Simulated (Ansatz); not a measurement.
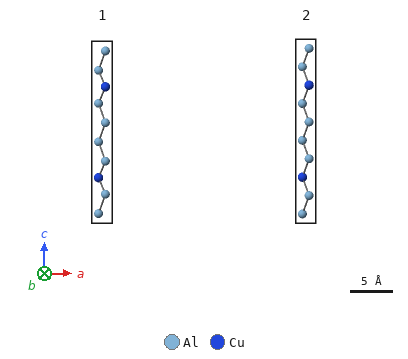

Two geometries of solid Al$_{4}$Cu (a generated structure, set up in P6_3/mmc) (coarse preliminary run), drawn at one scale. One is the start of a relaxation, the other its converged end. A ball-and-stick model of the cell of the calculation, seen along the b axis.

Level of theory: DFT PBE, scalar-relativistic, plane waves, PAW in Ansatz. Settings: plane-wave cutoff 420 eV; k-point mesh 6 × 6 × 1; occupations gaussian; smearing width 0.1 eV; no spin polarisation; cell and atoms relaxed; force threshold 0.04 eV/Å; at most 70 steps.

Which geometry has the lower energy?

Structure 1 is the relaxed one. After 2 accepted moves (3 points after the start) the energy has fallen by 0.532 eV per cell of the calculation. Largest force component: 1.1 eV/Å at the start, 0.023 eV/Å at the end. The pressure goes from 3.28 to 0.17 GPa. At 1 point the geometry stayed and the basis and grid were re-selected for the new cell (energy shift of 3.6 meV per cell of the calculation at most each time). The largest moves relative to the cell, 0.20 Å, are those of Al atoms. Cu stays in place. Cell: a = b 2.797 → 2.865 Å (+2.4 %), c 22.215 → 21.949 Å (−1.2 %). Volume +3.7 %. Some distances before and after: Al–Cu 2.746 → 2.591 Å, Al–Al 2.746 → 2.867 Å, Al–Al 2.746 → 2.836 Å, Cu–Cu 2.797 → 2.865 Å. The space group stays P6_3/mmc (No. 194).

Limits of the set-up: the k-point mesh is coarse for a cell with partly filled bands.
